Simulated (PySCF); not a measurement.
## Geometry relaxation, with input and output: Si₂H₅ClO

The run: geometry relaxation of Si₂H₅ClO, SMILES [SiH3]O[SiH2]Cl. Method and program: PBE0-D3(BJ)/def2-SVP geometry optimisation, gas phase (PySCF 2.14.0).

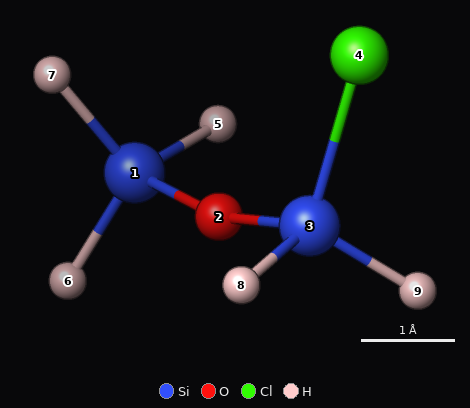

**Figure 1.** The structure as given in the input (ball-and-stick view, seen at a tilt; atoms are numbered from 1 in the order of the input). Bond lengths as drawn: Cl–Si 2.03 Å, H–Si 1.43 to 1.48 Å and O–Si 1.60 Å.

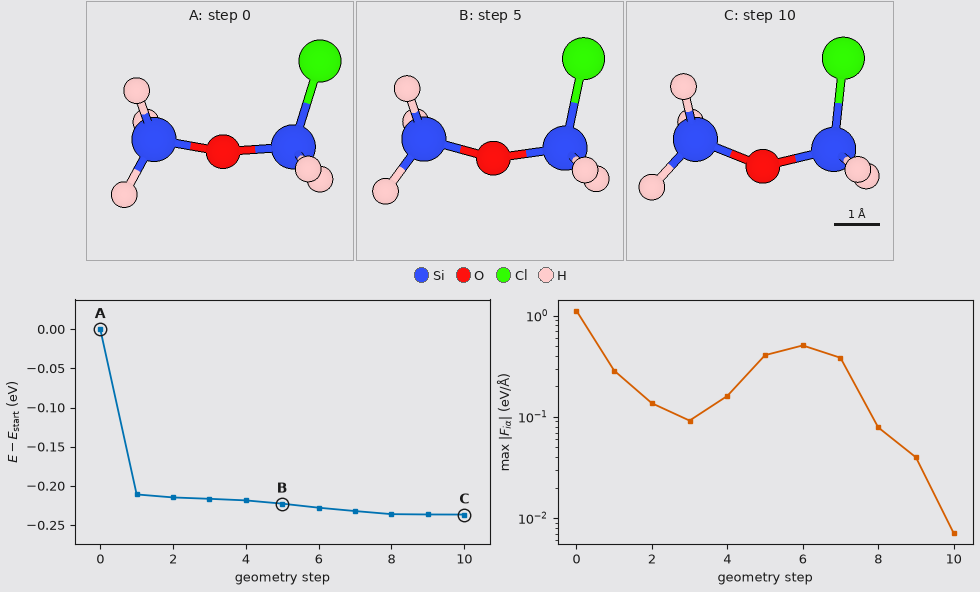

**Figure 2.** Frames of the relaxation (ball-and-stick view, seen on its broad side) above the curves, on which the letters mark them (steps are counted from 0).

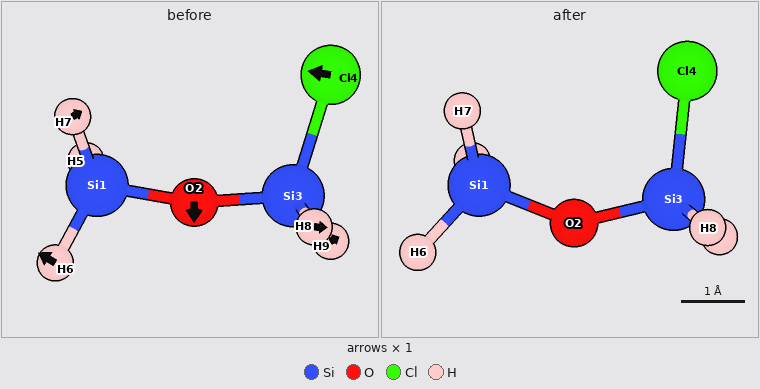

**Figure 3.** Before (left) and after (right) the relaxation, at one scale (ball-and-stick view, seen on its broad side). The black arrows give the displacements, at true length. Over 10 geometry steps the energy falls by 0.237 eV. The largest force component goes from 1.1 to 0.0071 eV/Å. Cl4 moves most after the best rigid fit: 0.38 Å. By element the largest moves are Cl 0.38 Å, O 0.34 Å, H 0.33 Å, Si 0.06 Å. Distances before and after: Si1–O2 1.595 → 1.667 Å, Si3–H9 1.432 → 1.485 Å, O2–Si3 1.595 → 1.642 Å, Si1–H6 1.446 → 1.488 Å. Among the angles that change: Si1–O2–Si3 166.1° → 144.3°, O2–Si1–H5 107.2° → 110.1°, H6–Si1–H7 112.6° → 109.9°. (Atoms are counted from 1 in the order of the input.)

The input and output of the run follow.

**Input**
```
{"job": {"xc": "PBE0", "basis": "def2-SVP", "d3": "d3bj", "grid": 1, "shake": 0.01, "kind": "geom"}, "charge": 0, "multiplicity": 1}
Si    -1.589390     0.215560     0.064330
O     -0.070050    -0.269620     0.035820
Si     1.518580    -0.380400    -0.055280
Cl     2.352470     1.453950    -0.285020
H     -1.941280     0.637940    -1.315120
H     -2.362180    -0.924360     0.504500
H     -1.677890     1.355740     0.998870
H      1.993890    -0.926540     1.219550
H      1.833660    -1.179420    -1.201380
```

The first line tells a small driver script what to run in PySCF; the rest is the geometry in Å.

Run as:
```bash
OMP_NUM_THREADS=1 python <driver script> task.json out
```

**Output**
```
step   0  E = -1116.66318470  max force = 0.021792
step   1  E = -1116.67093397  max force = 0.005573
step   2  E = -1116.67107528  max force = 0.002650
step   3  E = -1116.67113978  max force = 0.001785
step   4  E = -1116.67121400  max force = 0.003128
step   5  E = -1116.67136736  max force = 0.007912
step   6  E = -1116.67155690  max force = 0.009870
step   7  E = -1116.67171386  max force = 0.007453
step   8  E = -1116.67185869  max force = 0.001531
step   9  E = -1116.67187394  max force = 0.000774
step  10  E = -1116.67187814  max force = 0.000139
optimisation converged
```

**Trajectory as extended XYZ (Å, eV, eV/Å), 11 frames, from step=0 to step=10**
```
9
Properties=species:S:1:pos:R:3:forces:R:3 step=0 energy=-30385.95297
Si   -1.5894    0.2156    0.0643   -1.1206   1.0319  -0.3336
O    -0.0701   -0.2696    0.0358    0.7115  -0.5674   0.0477
Si    1.5186   -0.3804   -0.0553    0.6592  -0.0896   0.6377
Cl    2.3525    1.4540   -0.2850    0.3483   0.7206  -0.1214
H    -1.9413    0.6379   -1.3151   -0.3080   0.0757  -0.0843
H    -2.3622   -0.9244    0.5045   -0.7457  -0.5579   0.2616
H    -1.6779    1.3557    0.9989   -0.2818   0.2381   0.1812
H     1.9939   -0.9265    1.2195    0.2992  -0.2174   0.2588
H     1.8337   -1.1794   -1.2014    0.4377  -0.6339  -0.8476
9
Properties=species:S:1:pos:R:3:forces:R:3 step=1 energy=-30386.16384
Si   -1.6344    0.2343    0.0658    0.2866  -0.0498  -0.0392
O    -0.0491   -0.2816    0.0418   -0.2812   0.0311   0.0220
Si    1.5787   -0.4009   -0.0497   -0.0018   0.1353  -0.0181
Cl    2.4223    1.4748   -0.2971   -0.0555  -0.0652   0.0084
H    -2.0547    0.6606   -1.3008    0.0342  -0.0109  -0.0009
H    -2.4942   -0.8970    0.5141    0.0228  -0.0160   0.0081
H    -1.7865    1.3798    1.0071    0.0254   0.0068   0.0157
H     2.1205   -0.9631    1.2115   -0.0182  -0.0196   0.0315
H     1.9606   -1.2218   -1.2252   -0.0122  -0.0117  -0.0275
9
Properties=species:S:1:pos:R:3:forces:R:3 step=2 energy=-30386.16769
Si   -1.6281    0.2350    0.0647    0.1363  -0.0043  -0.0156
O    -0.0533   -0.2890    0.0438   -0.1315  -0.0369   0.0227
Si    1.5732   -0.4015   -0.0488    0.0282   0.0664  -0.0104
Cl    2.3994    1.4792   -0.2948   -0.0199  -0.0293   0.0070
H    -2.0356    0.6603   -1.3053   -0.0023   0.0025  -0.0029
H    -2.4897   -0.8948    0.5137   -0.0040   0.0022   0.0035
H    -1.7680    1.3817    1.0074   -0.0035   0.0025   0.0005
H     2.1118   -0.9655    1.2148   -0.0047  -0.0053  -0.0018
H     1.9534   -1.2204   -1.2279    0.0013   0.0023  -0.0030
9
Properties=species:S:1:pos:R:3:forces:R:3 step=3 energy=-30386.16944
Si   -1.6216    0.2348    0.0629   -0.0147   0.0432  -0.0071
O    -0.0571   -0.3035    0.0474   -0.0038  -0.0918   0.0212
Si    1.5698   -0.4038   -0.0472    0.0342   0.0218  -0.0092
Cl    2.3752    1.4839   -0.2887    0.0045   0.0061   0.0053
H    -2.0204    0.6616   -1.3094   -0.0099   0.0055  -0.0004
H    -2.4953   -0.8858    0.5121   -0.0073   0.0060   0.0001
H    -1.7525    1.3840    1.0046   -0.0091   0.0023  -0.0058
H     2.1109   -0.9689    1.2150    0.0020  -0.0004  -0.0080
H     1.9540   -1.2173   -1.2291    0.0041   0.0074   0.0039
9
Properties=species:S:1:pos:R:3:forces:R:3 step=4 energy=-30386.17146
Si   -1.6132    0.2341    0.0595   -0.1608   0.0945  -0.0009
O    -0.0627   -0.3317    0.0540    0.1233  -0.1436   0.0190
Si    1.5660   -0.4082   -0.0440    0.0207  -0.0197  -0.0055
Cl    2.3373    1.4926   -0.2752    0.0247   0.0395   0.0043
H    -1.9986    0.6640   -1.3159   -0.0095   0.0059   0.0011
H    -2.5103   -0.8683    0.5081   -0.0026   0.0055  -0.0029
H    -1.7299    1.3881    0.9978   -0.0073   0.0011  -0.0106
H     2.1151   -0.9750    1.2141    0.0061   0.0046  -0.0097
H     1.9594   -1.2105   -1.2308    0.0054   0.0123   0.0052
9
Properties=species:S:1:pos:R:3:forces:R:3 step=5 energy=-30386.17563
Si   -1.5907    0.2311    0.0491   -0.4068   0.2018   0.0012
O    -0.0787   -0.4168    0.0737    0.3506  -0.2424   0.0194
Si    1.5540   -0.4206   -0.0337   -0.0167  -0.1051   0.0049
Cl    2.2281    1.5170   -0.2304    0.0559   0.0948   0.0013
H    -1.9357    0.6691   -1.3352   -0.0061   0.0056   0.0027
H    -2.5536   -0.8161    0.4938    0.0081   0.0030  -0.0072
H    -1.6647    1.3990    0.9757   -0.0017  -0.0011  -0.0159
H     2.1299   -0.9915    1.2102    0.0101   0.0172  -0.0086
H     1.9746   -1.1862   -1.2355    0.0066   0.0263   0.0023
9
Properties=species:S:1:pos:R:3:forces:R:3 step=6 energy=-30386.18079
Si   -1.5640    0.2277    0.0365   -0.5075   0.2683  -0.0090
O    -0.0981   -0.5183    0.0976    0.4295  -0.2792   0.0284
Si    1.5353   -0.4350   -0.0205   -0.0307  -0.1773   0.0125
Cl    2.1008    1.5396   -0.1736    0.0625   0.1283  -0.0070
H    -1.8587    0.6733   -1.3576    0.0020   0.0022   0.0036
H    -2.5993   -0.7512    0.4732    0.0162  -0.0014  -0.0076
H    -1.5845    1.4097    0.9484    0.0068  -0.0066  -0.0141
H     2.1463   -1.0087    1.2047    0.0116   0.0278  -0.0016
H     1.9853   -1.1519   -1.2413    0.0097   0.0379  -0.0053
9
Properties=species:S:1:pos:R:3:forces:R:3 step=7 energy=-30386.18506
Si   -1.5336    0.2230    0.0234   -0.3833   0.2149  -0.0177
O    -0.1209   -0.6354    0.1268    0.3038  -0.1232   0.0251
Si    1.5080   -0.4516   -0.0045   -0.0213  -0.2107   0.0072
Cl    1.9545    1.5593   -0.1101    0.0343   0.1051  -0.0114
H    -1.7660    0.6747   -1.3808    0.0124  -0.0126   0.0041
H    -2.6436   -0.6750    0.4466    0.0177  -0.0132  -0.0040
H    -1.4878    1.4169    0.9184    0.0116  -0.0216  -0.0006
H     2.1651   -1.0227    1.1970    0.0107   0.0289   0.0095
H     1.9875   -1.1042   -1.2492    0.0140   0.0324  -0.0122
9
Properties=species:S:1:pos:R:3:forces:R:3 step=8 energy=-30386.18900
Si   -1.5604    0.2283    0.0293   -0.0499   0.0354  -0.0047
O    -0.1076   -0.5811    0.1135    0.0787  -0.0148   0.0012
Si    1.5258   -0.4489   -0.0115   -0.0714  -0.0453   0.0009
Cl    2.0422    1.5488   -0.1382    0.0081   0.0339   0.0013
H    -1.8219    0.6768   -1.3701    0.0118  -0.0080   0.0029
H    -2.6288   -0.7155    0.4590    0.0116  -0.0088  -0.0029
H    -1.5465    1.4152    0.9328    0.0120  -0.0039   0.0031
H     2.1647   -1.0165    1.2014   -0.0018   0.0046   0.0044
H     1.9957   -1.1219   -1.2487    0.0009   0.0069  -0.0063
9
Properties=species:S:1:pos:R:3:forces:R:3 step=9 energy=-30386.18942
Si   -1.5580    0.2279    0.0282   -0.0013   0.0062  -0.0002
O    -0.1100   -0.5936    0.1167    0.0262   0.0076  -0.0008
Si    1.5217   -0.4507   -0.0103   -0.0398  -0.0212   0.0018
Cl    2.0250    1.5524   -0.1304    0.0015   0.0131   0.0005
H    -1.8100    0.6761   -1.3727    0.0035  -0.0037  -0.0001
H    -2.6317   -0.7103    0.4559    0.0035  -0.0041  -0.0024
H    -1.5347    1.4149    0.9310    0.0037  -0.0032   0.0032
H     2.1656   -1.0172    1.2005    0.0011   0.0012   0.0017
H     1.9953   -1.1145   -1.2512    0.0015   0.0042  -0.0037
9
Properties=species:S:1:pos:R:3:forces:R:3 step=10 energy=-30386.18953
Si   -1.5566    0.2270    0.0280    0.0071  -0.0027   0.0009
O    -0.1109   -0.5989    0.1184   -0.0001   0.0068   0.0016
Si    1.5195   -0.4509   -0.0100   -0.0062  -0.0054  -0.0009
Cl    2.0153    1.5552   -0.1264   -0.0005   0.0024   0.0008
H    -1.8037    0.6753   -1.3737   -0.0009  -0.0001   0.0001
H    -2.6321   -0.7097    0.4537   -0.0011  -0.0009  -0.0020
H    -1.5297    1.4132    0.9317   -0.0011  -0.0023   0.0018
H     2.1668   -1.0171    1.1992    0.0011   0.0001  -0.0010
H     1.9946   -1.1092   -1.2533    0.0018   0.0022  -0.0012
```

**Key numbers**

| quantity | value |
| --- | --- |
| outcome | converged |
| total energy | −1116.671878 hartree |
| dipole moment | 0.88 D |
| point group | C1 |
| hardware | 1 CPU thread, shared host |
| wall time | 30 s |
| peak memory | 0.39 GiB |
